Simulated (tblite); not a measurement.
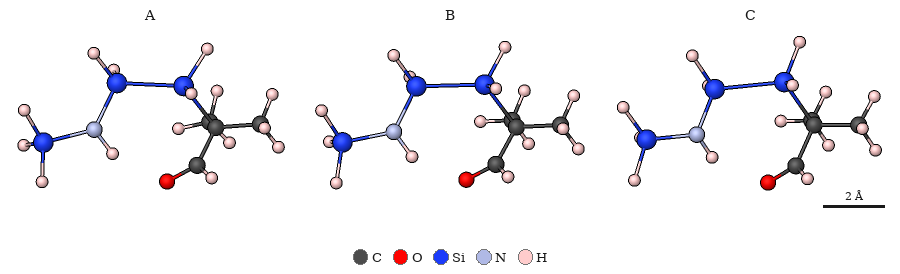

3 geometries from one relaxation of C4H15NOSi3, in shuffled order. A ball-and-stick model, seen from a free direction.

These are results of tblite 0.8.0, GFN2-xTB geometry optimisation, gas phase, not measurements. 

Question: Order the frames from highest to lowest energy.

Answer: C, B, A. They are steps 0, 23, 88, at +0.617 eV, +0.046 eV relative to the last. The atom that moves furthest after the best rigid fit is an H atom (0.62 Å). By element the largest moves are H 0.62 Å, N 0.53 Å, Si 0.32 Å, O 0.26 Å, C 0.10 Å. Among the contacts that change: Si–Si 2.794 → 3.138 Å, C–C 1.527 → 1.469 Å, N–Si 1.694 → 1.734 Å, H–Si 1.493 → 1.462 Å. Among the angles between lasting bonds that change: Si–N–Si 111.2° → 130.2°, C–Si–H 108.8° → 101.2°, Si–Si–H 110.6° → 118.2°. Over 88 geometry steps the energy falls by 0.617 eV. The run took 4.2 s on 1 thread of Intel(R) Xeon(R) Processor @ 2.50GHz, with other jobs on the host.
